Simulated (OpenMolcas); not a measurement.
CH5FSi (charge −1): single-point calculation (part 2 of 2)

The same run, continued: CH5FSi, charge −1, multiplicity 2; M06-2X/6-311+G**, UKS (OpenMolcas 26.06). The geometry is that of the parent species in another charge or spin state. The geometry comes from this level: PBE0-D4/def2-TZVP.

Geometry of the input (Å):
```
C  -0.5214  0.7003  -0.4370
Si 0.4484  -0.6420  0.3952
F  1.9465  -0.6496  -0.1788
H  -0.5624  0.5425  -1.5171
H  -1.5467  0.7132  -0.0565
H  -0.0772  1.6803  -0.2484
H  0.5387  -0.4208  1.8607
H  -0.1337  -1.9812  0.1260
```

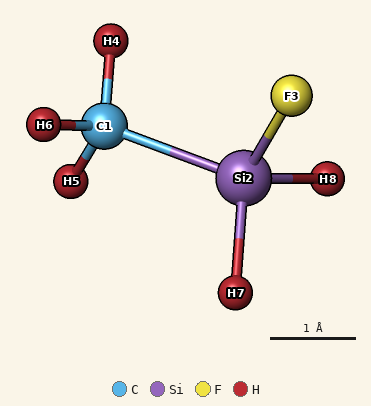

Fig. 1: The input geometry (ball-and-stick view, seen at a tilt; atoms are numbered from 1 in the order of the input).

Log, continued
```
  10  -430.441662076  -848.951681314   302.550903847  -5.28E-03*   1.65E-02*   1.46E-03*    3.27E+00   1.87E+02   c2DIIS       4.
  11  -430.441702452  -848.948708141   302.547890297  -4.04E-05*   1.41E-02*   6.66E-04*    2.66E+00   1.87E+02   QNRc2DIIS    4.
  12  -430.441712040  -848.961715325   302.560887894  -9.59E-06*   2.11E-02*   2.94E-04*    1.23E+00   1.87E+02   QNRc2DIIS    4.
  13  -430.441715961  -848.960993155   302.560161803  -3.92E-06*   2.53E-03*   2.37E-04*    1.67E+00   1.87E+02   QNRc2DIIS    4.
  14  -430.441716786  -848.967038836   302.566206659  -8.25E-07*   2.30E-03*   6.45E-05*    1.14E-01   1.87E+02   QNRc2DIIS    4.
  15  -430.441716908  -848.965309051   302.564476752  -1.22E-07*   5.53E-04*   1.93E-05*    1.11E-01   1.87E+02   QNRc2DIIS    4.
  16  -430.441716918  -848.965049686   302.564217377  -9.90E-09*   1.45E-04*   6.91E-06*    1.65E-02   1.87E+02   QNRc2DIIS    4.
  17  -430.441716919  -848.964976286   302.564143976  -9.82E-10*   6.29E-05*   4.77E-06*    7.69E-03   1.87E+02   QNRc2DIIS    4.
  18  -430.441716919  -848.965127435   302.564295124  -4.74E-10*   3.22E-05*   1.32E-06*    1.52E-03   1.87E+02   QNRc2DIIS    4.
  19  -430.441716919  -848.965088650   302.564256339  -6.07E-11    8.18E-05*   9.55E-07*    1.22E-03   1.87E+02   QNRc2DIIS    4.
  20  -430.441716919  -848.965131041   302.564298730  -6.30E-11    2.02E-05*   9.32E-07*    1.43E-03   1.87E+02   QNRc2DIIS    4.
  21  -430.441716919  -848.965083404   302.564251093  -8.98E-12    4.90E-06    4.19E-07*    6.08E-04   1.87E+02   QNRc2DIIS    4.
  22  -430.441716919  -848.965099534   302.564267223   2.27E-13*   1.92E-06    1.70E-07*    7.34E-05   1.87E+02   QNRc2DIIS    4.
  23  -430.441716919  -848.965094399   302.564262088  -4.55E-13    5.73E-07    1.45E-08     5.71E-05   1.87E+02   QNRc2DIIS    4.

       Convergence after  23 Iterations
--

 *****************************************************************************************************************************
 *                                             SCF/KS-DFT Program, Final results                                             *
 *                                                       Final Results                                                       *
 *****************************************************************************************************************************

::    Total KS-DFT energy                            -430.4417169192
      One-electron energy                            -848.9650943987
      Two-electron energy                             302.5642620881
      Nuclear repulsion energy                        115.9591153914
      Kinetic energy (interpolated)                   429.7263664823
      Virial theorem                                    1.0016646650
      Total spin, S(S+1)                                0.7508263263
      Total spin, S                                     0.5004130778
      Max non-diagonal density matrix element           0.0000003921
      Max non-diagonal Fock matrix element              0.0000000100

      All orbitals with orbital energies smaller than  E(LUMO)+0.5 are printed

++    Molecular orbitals:
      -------------------

      Title: UKS-DFT orbitals (alpha)

      Molecular orbitals for symmetry species 1: a

          Orbital            1         2         3         4         5         6         7         8         9        10
          Energy          -66.8843  -25.0867  -10.3693   -5.4321   -3.7458   -3.7428   -3.7423   -1.1908   -0.6485   -0.4946
          Occ. No.          1.0000    1.0000    1.0000    1.0000    1.0000    1.0000    1.0000    1.0000    1.0000    1.0000

          Orbital           11        12        13        14        15        16        17        18        19        20
          Energy           -0.4039   -0.4030   -0.3753   -0.3265   -0.3162   -0.2510   -0.2378    0.0608    0.1298    0.1383
          Occ. No.          1.0000    1.0000    1.0000    1.0000    1.0000    1.0000    1.0000    1.0000    0.0000    0.0000

          Orbital           21        22        23        24        25        26        27        28        29        30
          Energy            0.1408    0.1722    0.1780    0.1847    0.2080    0.2361    0.2454    0.2540    0.3024    0.3044
          Occ. No.          0.0000    0.0000    0.0000    0.0000    0.0000    0.0000    0.0000    0.0000    0.0000    0.0000

          Orbital           31        32        33        34        35        36        37        38        39        40
          Energy            0.3064    0.3812    0.3992    0.4112    0.4292    0.4411    0.4471    0.4703    0.5285    0.5312
          Occ. No.          0.0000    0.0000    0.0000    0.0000    0.0000    0.0000    0.0000    0.0000    0.0000    0.0000

          Orbital           41        42        43
          Energy            0.5451    0.6041    0.6108
          Occ. No.          0.0000    0.0000    0.0000

--

      All orbitals with orbital energies smaller than  E(LUMO)+0.5 are printed

++    Molecular orbitals:
      -------------------

      Title: UKS-DFT orbitals (beta)

      Molecular orbitals for symmetry species 1: a

          Orbital            1         2         3         4         5         6         7         8         9        10
          Energy          -66.8840  -25.0863  -10.3678   -5.4320   -3.7457   -3.7426   -3.7418   -1.1898   -0.6460   -0.4930
          Occ. No.          1.0000    1.0000    1.0000    1.0000    1.0000    1.0000    1.0000    1.0000    1.0000    1.0000

          Orbital           11        12        13        14        15        16        17        18        19        20
          Energy           -0.4025   -0.4024   -0.3742   -0.3265   -0.3159   -0.2512   -0.2368    0.1273    0.1354    0.1476
          Occ. No.          1.0000    1.0000    1.0000    1.0000    1.0000    1.0000    1.0000    0.0000    0.0000    0.0000

          Orbital           21        22        23        24        25        26        27        28        29        30
          Energy            0.1591    0.1895    0.2066    0.2068    0.2385    0.2444    0.2460    0.2828    0.2970    0.3120
          Occ. No.          0.0000    0.0000    0.0000    0.0000    0.0000    0.0000    0.0000    0.0000    0.0000    0.0000

          Orbital           31        32        33        34        35        36        37        38        39        40
          Energy            0.3329    0.4090    0.4107    0.4248    0.4314    0.4378    0.4585    0.4775    0.5240    0.5343
          Occ. No.          0.0000    0.0000    0.0000    0.0000    0.0000    0.0000    0.0000    0.0000    0.0000    0.0000

          Orbital           41        42        43
          Energy            0.5668    0.6117    0.6168
          Occ. No.          0.0000    0.0000    0.0000

--

++    Molecular charges:
      ------------------

      Mulliken charges per centre and basis function type
      ---------------------------------------------------

                            C1                      SI2                     F3                      H4                      H5                      H6
                     alpha        beta       alpha        beta       alpha        beta       alpha        beta       alpha        beta       alpha        beta
      1s          -0.0999      1.7100      4.4611      2.5636      1.9087      1.9263      0.3788      0.3982      0.3588      0.3923      0.3787      0.3981
      2px          0.7127      0.5670      1.5321      1.2034      0.8363      0.8367      0.0022      0.0022      0.0063      0.0054      0.0030      0.0029
      2pz          0.5871      0.5595      1.4215      1.3304      0.9344      0.9393      0.0063      0.0056      0.0027      0.0026      0.0022      0.0022
      2py          0.6851      0.5665      1.6942      1.3403      0.9519      0.9582      0.0025      0.0025      0.0023      0.0024      0.0058      0.0052
      3d2+         0.0031      0.0029      0.0305      0.0297      0.0005      0.0005      0.0000      0.0000      0.0000      0.0000      0.0000      0.0000
      3d1+         0.0020      0.0019      0.0234      0.0231      0.0005      0.0005      0.0000      0.0000      0.0000      0.0000      0.0000      0.0000
      3d0          0.0048      0.0045      0.0348      0.0344      0.0002      0.0002      0.0000      0.0000      0.0000      0.0000      0.0000      0.0000
      3d1-         0.0014      0.0013      0.0106      0.0095      0.0000      0.0000      0.0000      0.0000      0.0000      0.0000      0.0000      0.0000
      3d2-         0.0026      0.0025      0.0313      0.0312      0.0003      0.0003      0.0000      0.0000      0.0000      0.0000      0.0000      0.0000
      Total        1.8989      3.4160      9.2396      6.5656      4.6328      4.6621      0.3898      0.4085      0.3701      0.4026      0.3897      0.4085
      Total              5.3148                 15.8052                  9.2948                  0.7983                  0.7727                  0.7982

      Charge            0.6852                 -1.8052                 -0.2948                  0.2017                  0.2273                  0.2018

                            H7                      H8
                     alpha        beta       alpha        beta
      1s           0.5337      0.5634      0.5337      0.5634
      2px          0.0002      0.0001      0.0014      0.0009
      2pz          0.0049      0.0046      0.0006      0.0004
      2py          0.0008      0.0004      0.0038      0.0037
      3d2+         0.0000      0.0000      0.0000      0.0000
      3d1+         0.0000      0.0000      0.0000      0.0000
      3d0          0.0000      0.0000      0.0000      0.0000
      3d1-         0.0000      0.0000      0.0000      0.0000
      3d2-         0.0000      0.0000      0.0000      0.0000
      Total        0.5396      0.5684      0.5396      0.5684
      Total              1.1080                  1.1080

      Charge           -0.1080                 -0.1080

      Total electronic charge=   35.000000

      Total            charge=   -1.000000
--

++    Molecular orbitals:
      -------------------

      Title: Natural orbitals

      Molecular orbitals for symmetry species 1: a

          Orbital            1         2         3         4         5         6         7         8         9        10
          Energy          -66.8842  -25.0863  -10.3667   -5.4167   -3.7455   -3.7427   -3.7145   -1.2207   -0.4838   -0.5097
          Occ. No.          2.0000    2.0000    2.0000    2.0000    2.0000    2.0000    2.0000    2.0000    2.0000    2.0000

          Orbital           11        12        13        14        15        16        17        18        19        20
          Energy           -0.4245   -0.3787   -0.2820   -0.3197   -0.4019   -0.3721   -0.2946    0.1057    0.3099    0.3070
          Occ. No.          2.0000    2.0000    1.9999    1.9999    1.9999    1.9999    1.9999    1.0000    0.0001    0.0001

          Orbital           21        22        23        24        25        26        27        28        29        30
          Energy            0.2586    0.2440    0.3403    0.3773    0.3718    0.5524    0.3421    0.7273    1.8496   14.3673
          Occ. No.          0.0001    0.0001    0.0001    0.0000    0.0000    0.0000    0.0000    0.0000    0.0000    0.0000

          Orbital           31        32        33        34        35        36        37        38        39        40
          Energy            2.8393    2.6043    4.0128    4.2795   19.6737   30.7626    1.0443    1.4377    0.6279    1.2300
          Occ. No.          0.0000    0.0000    0.0000    0.0000    0.0000    0.0000    0.0000    0.0000    0.0000    0.0000

          Orbital           41        42        43        44        45        46        47        48        49        50
          Energy            0.3837    2.9189    2.5377    1.3724    1.2133    1.4551    6.1978    2.4453    0.6510    0.7399
          Occ. No.          0.0000    0.0000    0.0000    0.0000    0.0000    0.0000    0.0000    0.0000    0.0000    0.0000

          Orbital           51        52        53        54        55        56        57        58        59        60
          Energy            0.9214    1.3394    0.8937    0.7458    0.7583    2.5522    1.5811    2.1360    1.7375    1.2751
          Occ. No.          0.0000    0.0000    0.0000    0.0000    0.0000    0.0000    0.0000    0.0000    0.0000    0.0000

          Orbital           61        62        63        64        65        66        67        68        69        70
          Energy            6.5778    1.1944    3.5564    0.7589    1.7224   84.9364    1.6892    1.8680    2.1922    3.5831
          Occ. No.          0.0000    0.0000    0.0000    0.0000    0.0000    0.0000    0.0000    0.0000    0.0000    0.0000

          Orbital           71        72        73        74        75        76        77        78        79        80
          Energy            1.6640    1.5493    5.8874    1.6490   64.6607    1.5603    8.0317    1.0878    2.0691    3.8903
          Occ. No.          0.0000    0.0000    0.0000    0.0000    0.0000    0.0000    0.0000    0.0000    0.0000    0.0000

          Orbital           81        82        83        84        85        86        87        88        89        90
          Energy            1.8384    2.3966    1.1766    2.3985    1.9093    2.3395    3.9237    2.5222    1.5480    1.6137
          Occ. No.          0.0000    0.0000    0.0000    0.0000    0.0000    0.0000    0.0000    0.0000    0.0000    0.0000

          Orbital           91        92        93        94        95
          Energy            2.7035    3.5420    3.7618    4.0785    2.6845
          Occ. No.          0.0000    0.0000    0.0000    0.0000    0.0000

--

++    Molecular properties:
      ---------------------

      Charge (e):
                      =   -1.0000
      Dipole Moment (debye):
      Origin of the operator (angstrom)=    0.6479   -0.3337    0.0403
                   X=  5.5121E+00               Y= -3.5715E+00               Z=  1.0777E+00           Total=  6.6558E+00
      Center of Charge (angstrom)
                     X=   -0.49970706               Y=    0.40988480               Z=   -0.18403720
      Quadrupole Moment (debye*angstrom):
      Origin of the operator (angstrom)=    0.6479   -0.3337    0.0403
                  XX= -5.8444E+01              XY=  4.6367E+00              XZ= -4.4286E-01              YY= -5.1067E+01
                  YZ=  2.2428E-01              ZZ= -4.8855E+01
      In traceless form (debye*angstrom)
                  XX= -8.4831E+00              XY=  6.9551E+00              XZ= -6.6429E-01              YY=  2.5826E+00
                  YZ=  3.3643E-01              ZZ=  5.9005E+00
--

--- Stop Module: scf /rc=_RC_ALL_IS_WELL_ ---
--- Module scf spent 1 minute 32 seconds ---

.##################.
.# Happy landing! #.
.##################.

    Timing: Wall=96.34 User=89.17 System=7.06
```

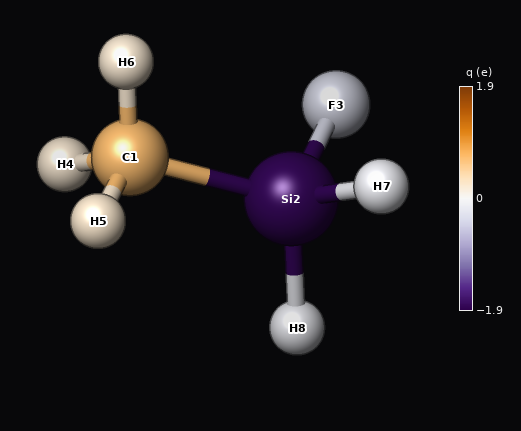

Fig. 2: Mulliken charges, as the colour of each atom (ball-and-stick view, seen at a tilt; atoms are numbered from 1 in the order of the input). By element: C +0.69, Si −1.81, F −0.29 and H −0.11 to +0.23 e.

Summary

| quantity | value |
| --- | --- |
| outcome | converged |
| total energy | −430.441717 hartree |
| basis functions | 104 |
| ⟨S²⟩ | 0.751 |
| hardware | 1 thread of Intel Xeon (Sapphire Rapids), 16 GiB of memory available, shared host |
| wall time | 97 s |
| peak memory | 0.59 GiB |
